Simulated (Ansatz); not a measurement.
Consider HfS2 in the CdI2 type structure (space group P-3m1, No. 164; a = 3.606 Å, c = 5.768 Å; layered, stacked along the Cartesian z axis). Axes: x lies along a and z along c of the hexagonal cell.

One thing is altered: biaxial strain −2.00 %, plane normal [001], relaxed out of plane (Cartesian); in-plane vectors clamped, the third vector and the atoms free.

Method: PBE-D3(BJ), PAW, 420 eV (Ansatz, a program for electronic structure; spin-orbit coupling left out).

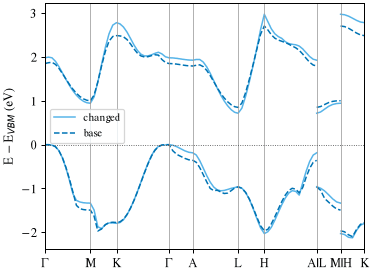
Figure: Highest valence and lowest conduction band along the path, each from its own valence-band maximum

Read the changed gap and its character from the plot.

About 0.7 eV, indirect, Γ → L.

With Hf present, leaving out spin-orbit coupling can change the band edges. No phonon test of stability was made.
